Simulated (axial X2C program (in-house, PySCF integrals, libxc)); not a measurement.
# All-electron X2C curves of AuF

What are the state, bond length, wavenumber and bond energy of AuF, and what does spin–orbit coupling change?

Computed with an in-house X2C program for linear molecules on PySCF integrals. Level: all-electron X2C, Au dyall-cv3z, F dyall-av3z.

All values are calculated.

## 1. The job

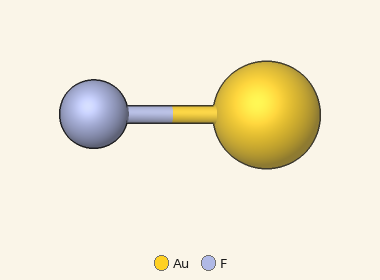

The two atoms at 1.880 Å (gold amber, fluorine light blue).

Input file task.json:

```json
{"zs": [79, 9], "q": 0, "bas": ["dyall-cv3z", "dyall-av3z"], "levels": ["PBE0", "HF", "PW91", "B3LYP", "PBEsol"], "cc": true, "r0": 1.88, "thr": -2.0, "nmax": 140}
```

Keys: zs atomic numbers; q charge; bas basis sets; levels methods (HF also brings MP2); cc coupled cluster on or off; r0 starting distance in Å; thr threshold in hartree for freezing inner shells (an s shell follows its p shell); nmax most natural virtual spinors.

Launch:

```
$ python so2c.py task.json out
```

Spin-free means the one-electron spin-free X2C Hamiltonian; two-component (2c) means X2C with spin–orbit coupling and atomic mean-field two-electron Coulomb and Gaunt terms. Basis: Au dyall-cv3z contracted to [13s14p9d6f4g], F dyall-av3z contracted to [7s6p3d2f]; Gaussian nuclei, density fitting. Masses: Au 196.967 u, F 18.998 u.

Notation: σ, π±, δ± give the projection m of an orbital's angular momentum (0, ±1, ±2), α and β its spin, Λ and M_S the sums; ω is the projection of a spinor's total angular momentum and Ω the sum. Logs are in hartree.

The results follow Hamiltonian by Hamiltonian and level by level.

## 2. Which state to follow

Determinants are compared with PBE0 at 1.880 Å.

Spin-free determinants:

```
ΔE (eV)           state                              open shells
   0.00  M_S = 0, Λ = 0                             closed shell
   1.84  M_S = 1, Λ = 0             beyond closed shells: 2 × σα
   2.14  M_S = 1, Λ = 1  beyond closed shells: σα, π+α, π+β, π-α
   2.45  M_S = 0, Λ = 1  beyond closed shells: σβ, π+α, π+β, π-α
   3.30  M_S = 1, Λ = 2  beyond closed shells: σα, δ+α, δ+β, δ-α
   3.39  M_S = 0, Λ = 2  beyond closed shells: σβ, δ+α, δ+β, δ-α
   5.85  M_S = 1, Λ = 0           beyond closed shells: π+α, π-α
```

Two-component determinants:

```tsv
ΔE (eV)	state	open shells
0.00	Ω = 0	closed shell
1.67	Ω = 1	excess of +ω over −ω: 2 × ω = 1/2
1.80	Ω = 2	excess of +ω over −ω: ω = 1/2, ω = 3/2
2.10	Ω = 1	excess of +ω over −ω: ω = -1/2, ω = 3/2
2.73	Ω = 3	excess of +ω over −ω: ω = 1/2, ω = 5/2
2.82	Ω = 2	excess of +ω over −ω: ω = -1/2, ω = 5/2
6.44	Ω = 2	excess of +ω over −ω: ω = 1/2, ω = 3/2
```

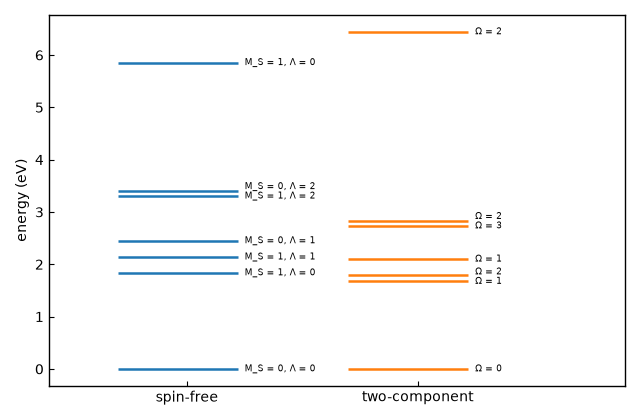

The determinants found, each set from its own lowest.

## 3. PBE0, spin-free

State followed: M_S = 0, Λ = 0 (closed shell). The scan is laid around 1.927 Å, a first estimate of the minimum, and this SCF restarts from the orbitals of the search.

The SCF at the reference distance of 1.927 Å:

```text
spin-free X2C-1e  PBE0
basis functions 232  fitting functions 1126  grid points 5077
iter        total energy     max residual
   1     -19109.506218945     7.34e+01
   2     -19111.330687860     6.23e+01
   3     -19112.975493896     3.77e+01
   4     -19113.821069975     7.09e+00
   5     -19114.310850484     5.17e+00
   6     -19114.401059500     2.14e+00
   7     -19114.429051256     1.53e+00
   8     -19114.435386572     5.70e-01
   9     -19114.437954817     1.60e-01
  10     -19114.438646267     2.17e-01
  11     -19114.439044292     7.56e-02
  12     -19114.439276617     1.53e-02
  13     -19114.439356371     8.25e-02
  14     -19114.439387232     2.12e-02
  15     -19114.439393983     6.81e-03
  16     -19114.439395981     5.34e-03
  17     -19114.439396403     2.47e-03
  18     -19114.439396493     4.73e-04
  19     -19114.439396514     2.85e-04
  20     -19114.439396518     8.88e-05
  21     -19114.439396519     6.79e-05
  22     -19114.439396519     3.65e-05
  23     -19114.439396519     1.25e-05
converged
one-electron -26593.97089318  Coulomb 7664.28165915  exact exchange -93.51953137  xc functional -286.47972139  nuclear repulsion 195.24909028
```

Along the bond, energies from the lowest point:

| R (Å) | E (eV) | μ (D) | HOMO (eV) | LUMO (eV) | iterations |
| --- | --- | --- | --- | --- | --- |
| 1.677 | 0.9987 | -2.89 | -7.97 | -3.23 | 50 |
| 1.754 | 0.4090 | -3.32 | -8.07 | -3.49 | 24 |
| 1.811 | 0.1629 | -3.62 | -8.15 | -3.67 | 25 |
| 1.869 | 0.0370 | -3.90 | -8.24 | -3.83 | 25 |
| 1.927 | 0.0000 | -4.16 | -8.32 | -3.98 | 23 |
| 1.994 | 0.0377 | -4.46 | -8.41 | -4.14 | 27 |
| 2.062 | 0.1365 | -4.73 | -8.50 | -4.29 | 27 |
| 2.149 | 0.3210 | -5.07 | -8.60 | -4.47 | 28 |
| 2.255 | 0.5957 | -5.46 | -8.68 | -4.68 | 28 |
| 2.409 | 1.0287 | -5.97 | -8.66 | -4.96 | 28 |
| 2.621 | 1.6045 | -6.60 | -8.46 | -5.29 | 22 |
| 2.890 | 2.2309 | -7.27 | -8.26 | -5.64 | 18 |

Dipoles are positive if F is the positive end.

Outer orbitals at the reference distance:

| symmetry | occupied | ε (eV) | atomic character |
| --- | --- | --- | --- |
| σα | yes | -30.75 | 84% F s, 5% Au d, 4% Au p |
| σα | yes | -12.49 | 63% F p, 32% Au d, 2% F s |
| π+α | yes | -11.26 | 56% F p, 42% Au d |
| π-α | yes | -11.26 | 56% F p, 42% Au d |
| δ-α | yes | -9.43 | 100% Au d |
| δ+α | yes | -9.43 | 100% Au d |
| π+α | yes | -8.70 | 56% Au d, 38% F p |
| π-α | yes | -8.70 | 56% Au d, 38% F p |
| σα | yes | -8.32 | 52% Au d, 24% Au s, 22% F p |
| σα | no | -3.98 | 49% Au s, 22% Au p, 14% F p |
| π-α | no | -0.18 | 91% Au p, 6% F p |
| π+α | no | -0.18 | 91% Au p, 6% F p |
| σα | no | 0.75 | 87% Au p, 4% Au d, 4% F s |

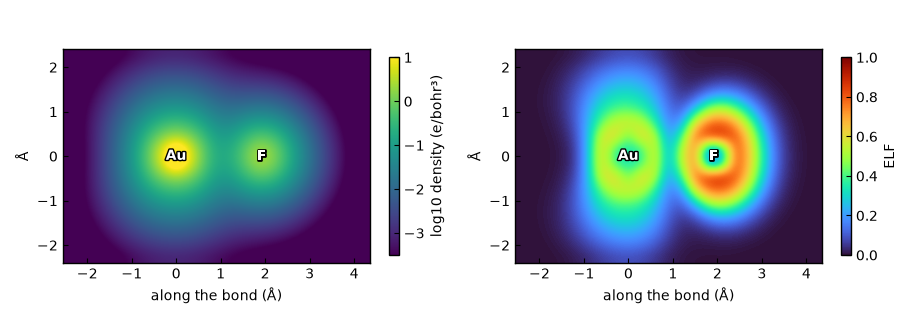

PBE0 fields in a plane through the axis, from a grid of 0.3 Å; Au lies at z = 0 and F at z = 1.927 Å; the ELF is damped to zero where the density is low.

Re = 1.928 Å, ωe = 550 cm⁻¹, ωexe = 2.86 cm⁻¹, Be = 0.2617 cm⁻¹, De = 2.88 eV, μ = -4.17 D.

## 4. HF, spin-free

Output at 1.927 Å:

```text
spin-free X2C-1e  HF
basis functions 232  fitting functions 1126  grid points 5077
iter        total energy     max residual
   1     -19108.518269228     1.11e+00
   2     -19108.564416053     1.69e-02
   3     -19108.566351257     9.78e-02
   4     -19108.567711675     1.38e-02
   5     -19108.567913647     6.35e-03
   6     -19108.568012335     9.29e-03
   7     -19108.568030343     1.45e-03
   8     -19108.568033190     5.60e-04
   9     -19108.568033702     3.90e-04
  10     -19108.568033744     5.54e-05
  11     -19108.568033748     1.80e-05
  12     -19108.568033748     5.69e-06
  13     -19108.568033748     2.46e-07
converged
one-electron -26597.61318306  Coulomb 7668.17183631  exact exchange -374.37577728  xc functional 0.00000000  nuclear repulsion 195.24909028
```

Re = 1.973 Å, ωe = 521 cm⁻¹, ωexe = 2.47 cm⁻¹, Be = 0.2498 cm⁻¹, De = 1.12 eV, μ = -5.74 D.

## 5. PW91, spin-free

Output at 1.927 Å:

```text
spin-free X2C-1e  PW91
basis functions 232  fitting functions 1126  grid points 5077
iter        total energy     max residual
   1     -19116.575416936     3.61e-01
   2     -19116.577817894     2.44e-02
   3     -19116.579002216     1.56e-01
   4     -19116.581582798     2.23e-02
   5     -19116.581936446     7.54e-02
   6     -19116.583370189     1.71e-02
   7     -19116.583409607     1.02e-03
   8     -19116.583416929     2.00e-03
   9     -19116.583418207     6.26e-04
  10     -19116.583418477     1.18e-04
  11     -19116.583418483     6.12e-05
  12     -19116.583418484     8.37e-06
converged
one-electron -26592.08551524  Coulomb 7662.33153585  exact exchange 0.00000000  xc functional -382.07852938  nuclear repulsion 195.24909028
```

Re = 1.936 Å, ωe = 535 cm⁻¹, ωexe = 3.08 cm⁻¹, Be = 0.2596 cm⁻¹, De = 3.37 eV, μ = -3.60 D.

## 6. B3LYP, spin-free

Output at 1.927 Å:

```text
spin-free X2C-1e  B3LYP
basis functions 232  fitting functions 1126  grid points 5077
iter        total energy     max residual
   1     -19115.066636074     1.73e-01
   2     -19115.067711840     6.73e-03
   3     -19115.068031439     3.98e-02
   4     -19115.068255009     5.05e-03
   5     -19115.068270453     5.01e-03
   6     -19115.068272124     1.23e-03
   7     -19115.068275335     9.69e-04
   8     -19115.068275480     4.33e-04
   9     -19115.068275520     4.19e-05
  10     -19115.068275521     4.72e-05
  11     -19115.068275522     1.16e-06
converged
one-electron -26592.79771387  Coulomb 7663.07706436  exact exchange -74.80612686  xc functional -305.79058943  nuclear repulsion 195.24909028
```

Re = 1.943 Å, ωe = 535 cm⁻¹, ωexe = 2.85 cm⁻¹, Be = 0.2576 cm⁻¹, De = 2.92 eV, μ = -4.09 D.

## 7. PBEsol, spin-free

The SCF at the reference distance of 1.927 Å:

```text
spin-free X2C-1e  PBEsol
basis functions 232  fitting functions 1126  grid points 5077
iter        total energy     max residual
   1     -19108.711188438     9.87e-01
   2     -19108.717706607     6.38e-01
   3     -19108.720893395     2.60e-01
   4     -19108.721363895     1.29e-01
   5     -19108.721502795     4.05e-02
   6     -19108.721534061     2.31e-03
   7     -19108.721534824     3.38e-03
   8     -19108.721535515     6.14e-05
   9     -19108.721535523     2.21e-04
  10     -19108.721535533     8.12e-06
converged
one-electron -26590.96146107  Coulomb 7661.10873501  exact exchange 0.00000000  xc functional -374.11789975  nuclear repulsion 195.24909028
```

Re = 1.911 Å, ωe = 561 cm⁻¹, ωexe = 3.16 cm⁻¹, Be = 0.2663 cm⁻¹, De = 3.64 eV, μ = -3.48 D.

## 8. Correlated methods, spin-free

Correlated methods: 18 electrons correlated (frozen shells, counted by type: Au 5 s, 4 p, 2 d, 1 f; F 1 s), 286 virtual spinors in MP2, 140 natural virtuals in coupled cluster.

Output of the correlated part at 1.927 Å:

```text
correlated 18  virtual 286  natural virtual 140  E(MP2) -0.662827153  MP2 remainder -0.020624417
iter   CCSD correlation   residual
   1     -0.595444200   1.66e-01
   2     -0.609184916   8.83e-02
   3     -0.613328681   2.93e-02
   4     -0.613999032   1.61e-02
   5     -0.613913599   7.16e-03
   6     -0.614014577   3.92e-03
   7     -0.614045004   1.68e-03
   8     -0.614019620   6.64e-04
   9     -0.614045865   2.58e-04
  10     -0.614038125   9.30e-05
  11     -0.614039038   3.74e-05
  12     -0.614038097   1.59e-05
  13     -0.614038065   6.91e-06
  14     -0.614037955   3.00e-06
  15     -0.614037918   1.54e-06
  16     -0.614037898   7.93e-07
(T) -0.025953391  T1 0.0359  D1 0.1006  max T2 0.054
```

T1 in the output is the amplitude norm over the root of the electron number; divide by √2 for the Lee–Taylor value.

MP2: Re = 1.922 Å, ωe = 564 cm⁻¹, Be = 0.2633 cm⁻¹, De = 3.06 eV.

CCSD: Re = 1.939 Å, ωe = 551 cm⁻¹, ωexe = 2.58 cm⁻¹, Be = 0.2587 cm⁻¹, De = 2.76 eV. T1 at Re = 0.026 (Lee–Taylor, the printed value over √2).

CCSD(T): Re = 1.940 Å, ωe = 547 cm⁻¹, ωexe = 2.68 cm⁻¹, Be = 0.2585 cm⁻¹, De = 2.89 eV. T1 at Re = 0.026 (Lee–Taylor, the printed value over √2).

## 9. A higher determinant, spin-free

State: M_S = 1, Λ = 0 (beyond closed shells: 2 × σα).

Output at the reference distance:

```text
spin-free X2C-1e  PBE0
basis functions 232  fitting functions 1126  grid points 5077
iter        total energy     max residual
   1     -19109.457117054     5.94e+01
   2     -19110.740696876     5.50e+01
   3     -19111.808907810     4.72e+01
   4     -19113.648005902     9.01e+00
   5     -19114.206700472     6.91e+00
   6     -19114.295415434     4.06e+00
   7     -19114.347758269     1.92e+00
   8     -19114.361843083     1.01e+00
   9     -19114.370838701     7.25e-01
  10     -19114.373189903     2.06e-01
  11     -19114.373999722     1.06e-01
  12     -19114.374310370     1.26e-01
  13     -19114.374384263     5.03e-02
  14     -19114.374418720     3.02e-02
  15     -19114.374428779     5.53e-02
  16     -19114.374432580     5.88e-03
  17     -19114.374433696     3.14e-03
  18     -19114.374434026     4.69e-03
  19     -19114.374434128     1.29e-03
  20     -19114.374434168     5.40e-04
  21     -19114.374434187     4.56e-04
  22     -19114.374434193     3.60e-04
  23     -19114.374434194     1.94e-04
  24     -19114.374434195     4.48e-05
  25     -19114.374434195     2.86e-05
  26     -19114.374434195     7.11e-06
converged
one-electron -26589.11792450  Coulomb 7659.43819734  exact exchange -93.51035458  xc functional -286.43344273  nuclear repulsion 195.24909028
```

| R (Å) | E above the lowest PBE0 point (eV) |
| --- | --- |
| 1.677 | 3.286 |
| 1.754 | 2.486 |
| 1.811 | 2.116 |
| 1.869 | 1.889 |
| 1.927 | 1.768 |
| 1.994 | 1.722 |
| 2.062 | 1.746 |
| 2.149 | 1.839 |
| 2.255 | 1.997 |

Re = 2.000 Å, ωe = 480 cm⁻¹, ωexe = 4.95 cm⁻¹, Be = 0.2432 cm⁻¹, μ = -2.33 D. Te = 1.72 eV.

State: M_S = 1, Λ = 1 (beyond closed shells: σα, π+α, π+β, π-α).

Output at the reference distance:

```text
spin-free X2C-1e  PBE0
basis functions 232  fitting functions 1126  grid points 5077
iter        total energy     max residual
   1     -19109.297475488     7.35e+01
   2     -19110.621704561     6.79e+01
   3     -19111.526996815     5.78e+01
   4     -19113.078746622     3.67e+01
   5     -19113.892697439     2.42e+01
   6     -19114.183481468     6.31e+00
   7     -19114.269932442     4.14e+00
   8     -19114.314850033     3.97e+00
   9     -19114.334209924     3.88e+00
  10     -19114.349937638     1.16e+00
  11     -19114.357757051     6.19e-01
  12     -19114.360442907     2.80e-01
  13     -19114.361926213     1.73e-01
  14     -19114.362264186     2.60e-01
  15     -19114.362380268     6.55e-02
  16     -19114.362424153     3.89e-02
  17     -19114.362437073     1.60e-02
  18     -19114.362440756     1.67e-02
  19     -19114.362441934     4.12e-03
  20     -19114.362442262     3.01e-03
  21     -19114.362442375     3.05e-03
  22     -19114.362442420     1.01e-03
  23     -19114.362442431     4.31e-04
  24     -19114.362442434     4.20e-04
  25     -19114.362442435     1.63e-04
  26     -19114.362442435     5.53e-05
  27     -19114.362442435     2.52e-05
  28     -19114.362442435     1.69e-05
converged
one-electron -26587.99484288  Coulomb 7658.25641849  exact exchange -93.48697927  xc functional -286.38612905  nuclear repulsion 195.24909028
```

| R (Å) | E above the lowest PBE0 point (eV) |
| --- | --- |
| 1.677 | 3.393 |
| 1.754 | 2.689 |
| 1.811 | 2.372 |
| 1.869 | 2.186 |
| 1.927 | 2.094 |
| 1.994 | 2.073 |
| 2.062 | 2.114 |
| 2.149 | 2.220 |
| 2.255 | 2.385 |

Re = 1.980 Å, ωe = 484 cm⁻¹, ωexe = 4.72 cm⁻¹, Be = 0.2483 cm⁻¹, μ = -1.69 D. Te = 2.07 eV.

## 10. The spin-free curves together

Energy (eV) of the followed determinant, spin-free, from each level's lowest point:

| R (Å) | PBE0 | HF | MP2 | CCSD | CCSD(T) | PW91 | B3LYP | PBEsol |
| --- | --- | --- | --- | --- | --- | --- | --- | --- |
| 1.677 | 0.999 | 1.314 | 0.986 | n/a | n/a | 1.033 | 1.095 | 0.891 |
| 1.754 | 0.409 | 0.617 | 0.396 | 0.467 | 0.467 | 0.432 | 0.470 | 0.340 |
| 1.811 | 0.163 | 0.299 | 0.153 | 0.197 | 0.197 | 0.179 | 0.201 | 0.120 |
| 1.869 | 0.037 | 0.109 | 0.031 | 0.052 | 0.052 | 0.045 | 0.055 | 0.017 |
| 1.927 | 0.000 | 0.017 | 0.000 | 0.000 | 0.000 | 0.000 | 0.000 | 0.000 |
| 1.994 | 0.038 | 0.000 | 0.046 | 0.025 | 0.024 | 0.027 | 0.019 | 0.057 |
| 2.062 | 0.137 | 0.055 | 0.156 | 0.117 | 0.114 | 0.115 | 0.101 | 0.170 |
| 2.149 | 0.321 | 0.196 | 0.358 | 0.299 | 0.291 | 0.282 | 0.267 | 0.368 |
| 2.255 | 0.596 | 0.436 | 0.659 | n/a | n/a | 0.534 | 0.522 | 0.650 |
| 2.409 | 1.029 | 0.844 | 1.140 | n/a | n/a | 0.928 | 0.930 | 1.080 |
| 2.621 | 1.604 | 1.422 | 1.800 | n/a | n/a | 1.446 | 1.478 | 1.633 |
| 2.890 | 2.231 | 2.092 | 2.558 | n/a | n/a | 1.994 | 2.075 | 2.210 |

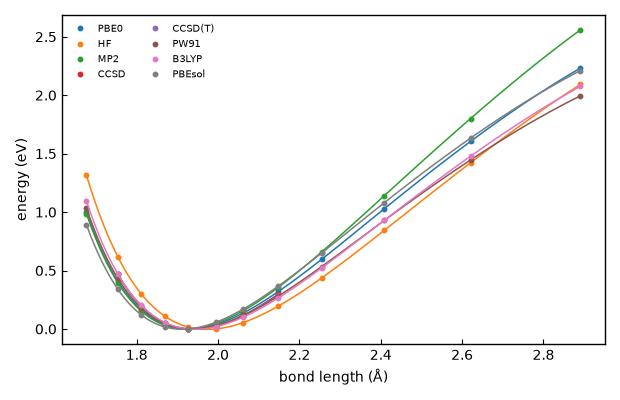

Curves of the followed state, spin-free, each from its own lowest point.

## 11. PBE0, 2c

State followed: Ω = 0 (closed shell). The scan is laid around 1.927 Å, a first estimate of the minimum, and this SCF restarts from the orbitals of the search.

Output at 1.927 Å:

```text
two-component X2C + atomic mean field  PBE0
basis functions 232  fitting functions 1126  grid points 5077
iter        total energy     max residual
   1     -19111.900186153     6.71e+01
   2     -19113.869477471     5.58e+01
   3     -19115.865424875     2.62e+01
   4     -19116.598995409     1.19e+01
   5     -19116.788115378     3.89e+00
   6     -19116.823056354     3.30e+00
   7     -19116.886497893     1.39e+00
   8     -19116.890515710     5.49e-01
   9     -19116.893350586     2.28e-01
  10     -19116.894073761     2.14e-01
  11     -19116.894549634     7.40e-02
  12     -19116.894735180     1.21e-01
  13     -19116.894874816     7.47e-02
  14     -19116.894926317     5.10e-02
  15     -19116.894936754     3.37e-02
  16     -19116.894943643     3.34e-03
  17     -19116.894945234     3.92e-03
  18     -19116.894945693     1.47e-03
  19     -19116.894945752     2.27e-03
  20     -19116.894945780     8.97e-04
  21     -19116.894945785     1.23e-04
  22     -19116.894945787     9.63e-05
  23     -19116.894945788     4.25e-05
  24     -19116.894945788     8.78e-06
converged
one-electron -26575.62985508  Coulomb 7661.15484439  exact exchange -93.49907617  xc functional -286.48720375  nuclear repulsion 195.24909028  atomic mean-field constant -17.68274545
```

Along the bond, energies from the lowest point:

| R (Å) | E (eV) | μ (D) | HOMO (eV) | LUMO (eV) | iterations |
| --- | --- | --- | --- | --- | --- |
| 1.677 | 0.9574 | -2.78 | -7.80 | -3.24 | 58 |
| 1.754 | 0.3817 | -3.23 | -7.89 | -3.51 | 39 |
| 1.811 | 0.1454 | -3.54 | -7.96 | -3.69 | 28 |
| 1.869 | 0.0286 | -3.83 | -8.03 | -3.85 | 30 |
| 1.927 | 0.0000 | -4.10 | -8.11 | -4.00 | 24 |
| 1.994 | 0.0464 | -4.40 | -8.19 | -4.16 | 33 |
| 2.062 | 0.1529 | -4.69 | -8.28 | -4.32 | 28 |
| 2.149 | 0.3457 | -5.03 | -8.38 | -4.50 | 37 |
| 2.255 | 0.6286 | -5.43 | -8.48 | -4.70 | 36 |
| 2.409 | 1.0705 | -5.95 | -8.56 | -4.98 | 37 |
| 2.621 | 1.6543 | -6.58 | -8.45 | -5.31 | 29 |
| 2.890 | 2.2864 | -7.25 | -8.26 | -5.66 | 21 |

Dipoles are positive if F is the positive end.

Outer spinors at the reference distance:

```json
{"ω": "1/2", "occupied": "yes", "ε (eV)": "-30.82", "atomic character": "84% F s, 5% Au d, 4% Au p", "λ mixture": "100% σ"}
{"ω": "1/2", "occupied": "yes", "ε (eV)": "-12.70", "atomic character": "56% F p, 39% Au d, 2% F s", "λ mixture": "92% σ, 8% π"}
{"ω": "1/2", "occupied": "yes", "ε (eV)": "-11.44", "atomic character": "54% F p, 44% Au d", "λ mixture": "91% π, 9% σ"}
{"ω": "3/2", "occupied": "yes", "ε (eV)": "-11.35", "atomic character": "49% Au d, 49% F p", "λ mixture": "90% π, 10% δ"}
{"ω": "3/2", "occupied": "yes", "ε (eV)": "-10.19", "atomic character": "82% Au d, 17% F p", "λ mixture": "82% δ, 18% π"}
{"ω": "1/2", "occupied": "yes", "ε (eV)": "-9.23", "atomic character": "49% F p, 42% Au d, 3% Au s", "λ mixture": "77% π, 23% σ"}
{"ω": "5/2", "occupied": "yes", "ε (eV)": "-8.90", "atomic character": "100% Au d", "λ mixture": "100% δ"}
{"ω": "3/2", "occupied": "yes", "ε (eV)": "-8.42", "atomic character": "67% Au d, 28% F p", "λ mixture": "91% π, 9% δ"}
{"ω": "1/2", "occupied": "yes", "ε (eV)": "-8.11", "atomic character": "56% Au d, 22% Au s, 19% F p", "λ mixture": "78% σ, 22% π"}
{"ω": "1/2", "occupied": "no", "ε (eV)": "-4.00", "atomic character": "48% Au s, 22% Au p, 14% F p", "λ mixture": "99% σ, 1% π"}
{"ω": "1/2", "occupied": "no", "ε (eV)": "-0.34", "atomic character": "90% Au p, 6% F p", "λ mixture": "99% π, 1% σ"}
{"ω": "3/2", "occupied": "no", "ε (eV)": "-0.08", "atomic character": "92% Au p, 6% F p", "λ mixture": "100% π"}
{"ω": "1/2", "occupied": "no", "ε (eV)": "0.73", "atomic character": "87% Au p, 4% Au d, 4% F s", "λ mixture": "100% σ"}
```

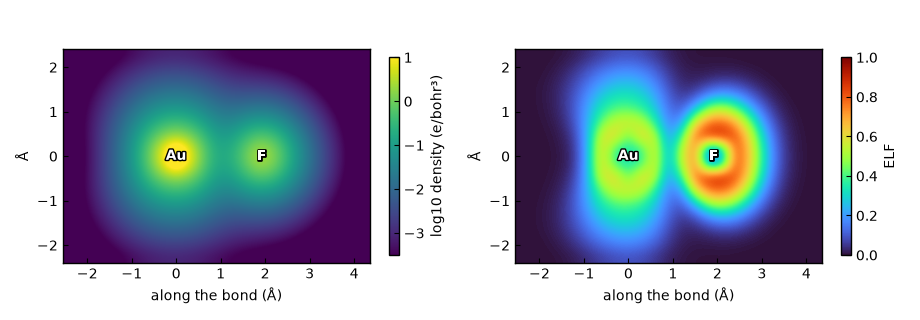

PBE0 fields in a plane through the axis, from a grid of 0.3 Å; Au lies at z = 0 and F at z = 1.927 Å; the ELF is damped to zero where the density is low.

Re = 1.921 Å, ωe = 557 cm⁻¹, ωexe = 2.91 cm⁻¹, Be = 0.2637 cm⁻¹, De = 2.93 eV, μ = -4.07 D.

## 12. HF, 2c

The SCF at the reference distance of 1.927 Å:

```text
two-component X2C + atomic mean field  HF
basis functions 232  fitting functions 1126  grid points 5077
iter        total energy     max residual
   1     -19110.904970556     1.11e+00
   2     -19110.951379925     1.81e-02
   3     -19110.953308413     9.58e-02
   4     -19110.954654918     1.37e-02
   5     -19110.954870233     6.71e-03
   6     -19110.954990395     1.05e-02
   7     -19110.955015872     1.92e-03
   8     -19110.955021968     9.85e-04
   9     -19110.955023511     7.83e-04
  10     -19110.955023794     1.48e-04
  11     -19110.955023868     1.06e-04
  12     -19110.955023886     8.70e-05
  13     -19110.955023890     1.69e-05
  14     -19110.955023890     3.73e-06
  15     -19110.955023890     2.47e-06
converged
one-electron -26579.28908761  Coulomb 7665.06113598  exact exchange -374.29341710  xc functional 0.00000000  nuclear repulsion 195.24909028  atomic mean-field constant -17.68274545
```

Re = 1.966 Å, ωe = 525 cm⁻¹, ωexe = 2.48 cm⁻¹, Be = 0.2517 cm⁻¹, De = 1.14 eV, μ = -5.66 D.

## 13. PW91, 2c

The SCF at the reference distance of 1.927 Å:

```text
two-component X2C + atomic mean field  PW91
basis functions 232  fitting functions 1126  grid points 5077
iter        total energy     max residual
   1     -19119.060308270     3.62e-01
   2     -19119.062862733     2.27e-02
   3     -19119.063728571     1.60e-01
   4     -19119.066480252     1.98e-02
   5     -19119.066764806     7.84e-02
   6     -19119.068312889     1.65e-02
   7     -19119.068349528     1.08e-03
   8     -19119.068355828     1.76e-03
   9     -19119.068356929     5.84e-04
  10     -19119.068357199     1.25e-04
  11     -19119.068357205     5.81e-05
  12     -19119.068357207     7.70e-06
converged
one-electron -26573.71769048  Coulomb 7659.17799393  exact exchange 0.00000000  xc functional -382.09500549  nuclear repulsion 195.24909028  atomic mean-field constant -17.68274545
```

Re = 1.929 Å, ωe = 543 cm⁻¹, ωexe = 3.13 cm⁻¹, Be = 0.2615 cm⁻¹, De = 3.43 eV, μ = -3.50 D.

[end of part 1 of 2]
